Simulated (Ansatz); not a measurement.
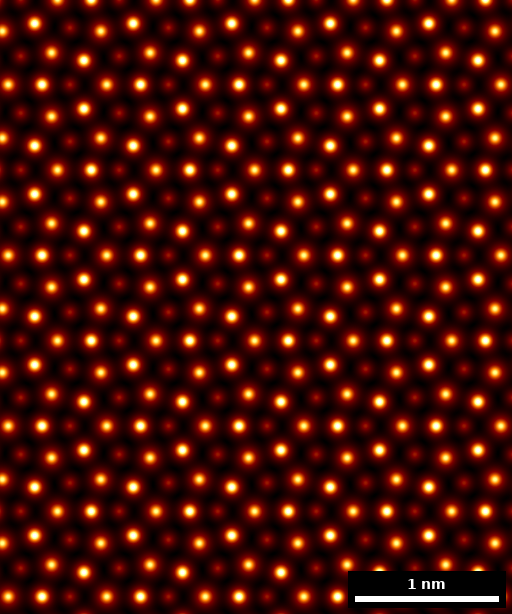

Map of the projected electrostatic potential of a crystal. Computed as the sum of neutral-atom potentials (tabulated electron scattering factors, B = 0.5 Å²) projected along the beam and smoothed by 0.25 Å; brighter is more positive. The display is stretched by a gamma of 0.6; percentages refer to the linear signal.

What two-dimensional lattice does the image show, and how large is its cell?

The pattern repeats on a hexagonal net with a repeat of 6.9 Å.

Which plane group does this projection have?

p31m: threefold points of which only some lie on mirror lines.

How many columns does the smallest repeating cell hold, and how many levels of brightness?

9 columns in the primitive cell of 41.2 Å², with 3 levels of brightness (about 100, 60, 10 % of the brightest, counted from the darkest point).

The crystal is YTlB (P-62m, No. 189) seen along [001]. Structure used: the geometry relaxed with Ansatz, DFT, PAW plane waves, r2scan; the starting structure was generated, so it need not be a known form of this composition.
